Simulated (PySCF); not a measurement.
# SnO (tin(ii) oxide) at 6 levels

We compute a comparison of 6 runs (HF/3-21G, BHLYP/def2-TZVPPD, BLYP/def2-TZVPPD, M06-2X/def2-TZVPPD, TPSS/def2-TZVPPD, SCS-MP2/def2-TZVPPD) of SnO (tin(ii) oxide). 

Program for the calculation: PySCF 2.14.0.

2 further runs of the same task are left out: 2 set aside as unsound or not needed.

### Step 1. Starting point

SnO: 2 atoms, total charge 0, spin state singlet. As SMILES, `[O]=[Sn]`. The coordinates come from a PBE0-D4/def2-TZVP relaxation.

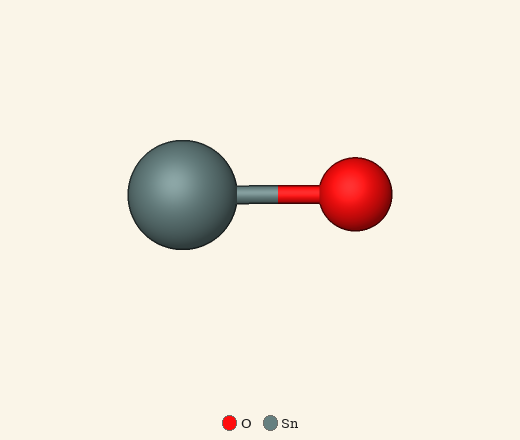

The structure, seen from a chosen angle (oxygen red, tin teal).

### Step 2. The energy at HF/3-21G (run 1)

calc.py reads:

```python
from pyscf import gto, scf

mol = gto.Mole()
mol.atom = [
    ('O', (-0.000000, 0.000000, -0.007080)),
    ('Sn', (0.000000, -0.000000, 1.810660)),
]
mol.max_memory = 1860
mol.verbose = 4
mol.basis = '3-21g'
mol.build()

mf = scf.RHF(mol)
mf.conv_tol = 1e-10
mf.kernel()
if not mf.converged:
    mf = mf.newton().run(mf.mo_coeff, mf.mo_occ)

e_final = mf.e_tot
print(f'total energy: {e_final:.8f} hartree')
```

Command:

```
$ OMP_NUM_THREADS=1 python calc.py
```

Standard output:

```text
PySCF version 2.14.0

[INPUT] num. atoms = 2
[INPUT] num. electrons = 58
[INPUT] charge = 0
[INPUT] spin (= nelec alpha-beta = 2S) = 0
[INPUT] symmetry False subgroup None
[INPUT] Mole.unit = angstrom
[INPUT] Symbol           X                Y                Z      unit          X                Y                Z       unit  Magmom
[INPUT]  1 O      0.000000000000   0.000000000000  -0.007080000000 AA    0.000000000000   0.000000000000  -0.013379260962 Bohr   0.0
[INPUT]  2 Sn     0.000000000000   0.000000000000   1.810660000000 AA    0.000000000000   0.000000000000   3.421651504705 Bohr   0.0

nuclear repulsion = 116.447283092191
number of shells = 18
number of NR pGTOs = 96
number of NR cGTOs = 40
basis = 3-21g
ecp = {}

******** <class 'pyscf.scf.hf.RHF'> ********
method = RHF
initial guess = minao
damping factor = 0
level_shift factor = 0
DIIS = <class 'pyscf.scf.diis.CDIIS'>
diis_start_cycle = 1
diis_space = 8
diis_damp = 0
SCF conv_tol = 1e-10
SCF conv_tol_grad = None
SCF max_cycles = 50
direct_scf = True
direct_scf_tol = 1e-13
Set gradient conv threshold to 1e-05
Initial guess from minao.
init E= -6057.34198241149
  HOMO = -0.356503308544339  LUMO = -0.0667509837153274  gap/eV = 7.88456
cycle= 1 E= -6070.47577570409  delta_E= -13.1  |g|= 0.898  |ddm|= 1.69
  HOMO = -0.13677979389798  LUMO = 0.0972150288201338  gap/eV = 6.36732
cycle= 2 E= -6069.82145953044  delta_E= 0.654  |g|= 1.88  |ddm|= 2.12
  HOMO = -0.355701259962399  LUMO = 0.0201747363963611  gap/eV = 10.22811
cycle= 3 E= -6070.68729935119  delta_E= -0.866  |g|= 0.0629  |ddm|= 1.45
  HOMO = -0.361206681711643  LUMO = 0.0323992197377486  gap/eV = 10.71056
cycle= 4 E= -6070.68912278156  delta_E= -0.00182  |g|= 0.0148  |ddm|= 0.117
  HOMO = -0.361757749451967  LUMO = 0.0334583072419959  gap/eV = 10.75438
cycle= 5 E= -6070.68921819582  delta_E= -9.54e-05  |g|= 0.00208  |ddm|= 0.0274
  HOMO = -0.361786885339651  LUMO = 0.032904304559802  gap/eV = 10.74009
cycle= 6 E= -6070.68922240155  delta_E= -4.21e-06  |g|= 0.00158  |ddm|= 0.00649
  HOMO = -0.361435071198704  LUMO = 0.032943109445885  gap/eV = 10.73158
cycle= 7 E= -6070.68922381106  delta_E= -1.41e-06  |g|= 0.000398  |ddm|= 0.00371
  HOMO = -0.361253207854564  LUMO = 0.0329604529955833  gap/eV = 10.72710
cycle= 8 E= -6070.68922403075  delta_E= -2.2e-07  |g|= 5.87e-05  |ddm|= 0.00222
  HOMO = -0.361256761016405  LUMO = 0.032956438535272  gap/eV = 10.72709
cycle= 9 E= -6070.68922403179  delta_E= -1.04e-09  |g|= 5.89e-06  |ddm|= 9.02e-05
  HOMO = -0.361255276639584  LUMO = 0.0329567375203341  gap/eV = 10.72706
cycle= 10 E= -6070.6892240318  delta_E= -1.73e-11  |g|= 4.92e-07  |ddm|= 1.2e-05
  HOMO = -0.361255346951912  LUMO = 0.0329567005631422  gap/eV = 10.72706
Extra cycle  E= -6070.6892240318  delta_E=    0  |g|= 3.96e-07  |ddm|= 1.28e-06
converged SCF energy = -6070.6892240318
total energy: -6070.68922403 hartree
```

Wall time 0.58 s (1 thread of Arm Neoverse V2, shared host); peak memory 0.12 GiB.

### Step 3. The energy at BHLYP/def2-TZVPPD (core potential) (run 2)

calc.py reads:

```python
from pyscf import gto, dft

mol = gto.Mole()
mol.atom = 'O -0.000000 0.000000 -0.007080; Sn 0.000000 -0.000000 1.810660'
mol.ecp = {'Sn': 'def2-svp'}
mol.max_memory = 1860
mol.basis = 'def2-tzvppd'
mol.verbose = 4
mol.build()

mf = dft.RKS(mol, xc='bhandhlyp')
mf.conv_tol = 1e-10
mf.grids.level = 5
mf.kernel()
if not mf.converged:
    mf = mf.newton().run(mf.mo_coeff, mf.mo_occ)

etot = mf.e_tot
print(f'total energy: {etot:.8f} hartree')
```

Command:

```
$ OMP_NUM_THREADS=1 python calc.py
```

Standard output:

```text
PySCF version 2.14.0

[INPUT] num. atoms = 2
[INPUT] num. electrons = 30
[INPUT] charge = 0
[INPUT] spin (= nelec alpha-beta = 2S) = 0
[INPUT] symmetry False subgroup None
[INPUT] Mole.unit = angstrom
[INPUT] Symbol           X                Y                Z      unit          X                Y                Z       unit  Magmom
[INPUT]  1 O      0.000000000000   0.000000000000  -0.007080000000 AA    0.000000000000   0.000000000000  -0.013379260962 Bohr   0.0
[INPUT]  2 Sn     0.000000000000   0.000000000000   1.810660000000 AA    0.000000000000   0.000000000000   3.421651504705 Bohr   0.0

nuclear repulsion = 51.2368045605642
number of shells = 32
number of NR pGTOs = 152
number of NR cGTOs = 96
basis = def2-tzvppd
ecp = {'Sn': 'def2-svp'}

******** <class 'pyscf.dft.rks.RKS'> ********
method = RKS
initial guess = minao
damping factor = 0
level_shift factor = 0
DIIS = <class 'pyscf.scf.diis.CDIIS'>
diis_start_cycle = 1
diis_space = 8
diis_damp = 0
SCF conv_tol = 1e-10
SCF conv_tol_grad = None
SCF max_cycles = 50
direct_scf = True
direct_scf_tol = 1e-13
XC library pyscf.dft.libxc version 7.0.0
    S. Lehtola, C. Steigemann, M. J.T. Oliveira, and M. A.L. Marques.,  SoftwareX 7, 1–5 (2018)
XC functionals = bhandhlyp
    Defined through Gaussian implementation.
radial grids:
    Treutler-Ahlrichs [JCP 102, 346 (1995); DOI:10.1063/1.469408] (M4) radial grids

becke partition: Becke, JCP 88, 2547 (1988); DOI:10.1063/1.454033
pruning grids: <function nwchem_prune>
grids dens level: 5
symmetrized grids: False
atomic radii adjust function: <function treutler_atomic_radii_adjust>
small_rho_cutoff = 0
Set gradient conv threshold to 1e-05
Initial guess from minao.
tot grids = 89984
init E= -252.264390943265
  HOMO = -0.8140143517541  LUMO = -0.570194369295963  gap/eV = 6.63468
cycle= 1 E= -288.789950523754  delta_E= -36.5  |g|= 2.02  |ddm|= 31.2
  HOMO = -0.11631206265614  LUMO = 0.0188303509220591  gap/eV = 3.67741
cycle= 2 E= -288.542065755447  delta_E= 0.248  |g|= 2.27  |ddm|= 5.76
  HOMO = -0.345607922877715  LUMO = -0.058494547145273  gap/eV = 7.81275
cycle= 3 E= -289.194536084024  delta_E= -0.652  |g|= 1.11  |ddm|= 1.84
  HOMO = -0.317138815995641  LUMO = -0.0626073378822666  gap/eV = 6.92615
cycle= 4 E= -289.435335741589  delta_E= -0.241  |g|= 0.079  |ddm|= 0.694
  HOMO = -0.321715359940398  LUMO = -0.0618060674944419  gap/eV = 7.07249
cycle= 5 E= -289.435950950516  delta_E= -0.000615  |g|= 0.0455  |ddm|= 0.134
  HOMO = -0.323556446763609  LUMO = -0.0610423199270871  gap/eV = 7.14337
cycle= 6 E= -289.43634433421  delta_E= -0.000393  |g|= 0.0115  |ddm|= 0.0274
  HOMO = -0.324966446290907  LUMO = -0.061256443101023  gap/eV = 7.17591
cycle= 7 E= -289.436374537278  delta_E= -3.02e-05  |g|= 0.00199  |ddm|= 0.0107
  HOMO = -0.324959902475698  LUMO = -0.061347528299988  gap/eV = 7.17326
cycle= 8 E= -289.436375385913  delta_E= -8.49e-07  |g|= 0.000571  |ddm|= 0.00205
  HOMO = -0.324878692381673  LUMO = -0.0613195896464309  gap/eV = 7.17181
cycle= 9 E= -289.436375458918  delta_E= -7.3e-08  |g|= 0.00012  |ddm|= 0.000581
  HOMO = -0.32486438599143  LUMO = -0.0613214493308734  gap/eV = 7.17137
cycle= 10 E= -289.436375463198  delta_E= -4.28e-09  |g|= 1.21e-05  |ddm|= 0.000189
  HOMO = -0.324862142595195  LUMO = -0.0613220747051766  gap/eV = 7.17129
cycle= 11 E= -289.436375463347  delta_E= -1.49e-10  |g|= 4.22e-06  |ddm|= 4.52e-05
  HOMO = -0.324861561369706  LUMO = -0.0613221980941662  gap/eV = 7.17127
cycle= 12 E= -289.436375463358  delta_E= -1.05e-11  |g|= 6.96e-07  |ddm|= 1.13e-05
  HOMO = -0.324861307654436  LUMO = -0.0613221200568359  gap/eV = 7.17127
Extra cycle  E= -289.436375463358  delta_E= -4.55e-13  |g|= 1.47e-06  |ddm|= 1.3e-06
converged SCF energy = -289.436375463358
total energy: -289.43637546 hartree
```

Run time: 7.5 s. Hardware: 1 thread of Arm Neoverse V2, shared host; peak memory 0.45 GiB.

Runs 3 to 5 aren't shown in full; the table further down has their settings and results.

### Step 4. A single-point energy at SCS-MP2/def2-TZVPPD (core potential) (run 6)

job.py reads:

```python
from pyscf import gto, mp

mol = gto.M(
    atom=[
    ('O', (-0.000000, 0.000000, -0.007080)),
    ('Sn', (0.000000, -0.000000, 1.810660)),
],
    charge=0,
    verbose=3,
    ecp={'Sn': 'def2-svp'},
    basis='def2-tzvppd',
    max_memory=1860,
    spin=0,
)

hf = mol.RHF()
hf.conv_tol = 1e-10
hf.kernel()
if not hf.converged:
    hf = hf.newton().run(hf.mo_coeff, hf.mo_occ)

pt = mp.MP2(hf, frozen=5).run()
e_final = hf.e_tot + 1.2 * pt.e_corr_os + pt.e_corr_ss / 3
print('E = %.10f Eh' % e_final)
```

Command:

```
$ OMP_NUM_THREADS=1 python job.py
```

Standard output:

```text
converged SCF energy = -288.220202444426
E(RMP2) = -288.791344310545  E_corr = -0.571141866118873
E(SCS-RMP2) = -288.749905895218  E_corr = -0.529703450792272
E = -288.7499058952 Eh
```

Wall time 2.1 s (1 thread of Arm Neoverse V2, shared host); peak memory 0.23 GiB.

### Step 5. All runs side by side

```csv
run,level,core potential,integration grid,energy (Eh),dipole moment (D) of the reference,HOMO energy (eV),LUMO energy (eV),wall time
1,HF/3-21G,–,–,-6070.689224,3.77,-9.83,0.90,0.58 s
2,BHLYP/def2-TZVPPD (core potential),def2-svp,5,-289.436375,4.82,-8.84,-1.67,7.5 s
3,BLYP/def2-TZVPPD (core potential),def2-svp,5,-289.516841,4.01,-6.39,-2.98,6.9 s
4,M06-2X/def2-TZVPPD (core potential),def2-svp,5,-289.448667,4.76,-8.86,-1.50,15 s
5,TPSS/def2-TZVPPD (core potential),def2-svp,5,-289.480492,3.95,-6.53,-2.93,14 s
6,SCS-MP2/def2-TZVPPD (core potential),def2-svp,–,-288.749906,5.30,-10.46,0.14,2.1 s
```

### Step 6. Summary of results

```
                                          quantity          value
                               run 6: total energy  -288.74991 Eh
       run 6: dipole moment (Hartree–Fock density)         5.30 D
        run 6: HOMO energy (Hartree–Fock orbitals)      -10.46 eV
        run 6: LUMO energy (Hartree–Fock orbitals)        0.14 eV
      run 6: HOMO–LUMO gap (Hartree–Fock orbitals)       10.59 eV
run 6: correlation energy (5 core orbitals frozen)     -529.7 mEh
```

Over runs 1, 2, 3, 4, 5 the dipole moment (its size) runs from 3.77 D (HF/3-21G) to 4.82 D (BHLYP/def2-TZVPPD). The two ends differ in method and basis and core potential. Over runs 1, 2, 3, 4, 5 the HOMO–LUMO gap runs from 3.42 eV (BLYP/def2-TZVPPD) to 10.73 eV (HF/3-21G). Totals of different functionals can't be ranked against each other. Some runs of one species differ in core potentials or relativity; totals across that change don't compare. In run 1 relativity is left out where basis or elements ask for it. All runs together took 46 s, the longest 15 s.
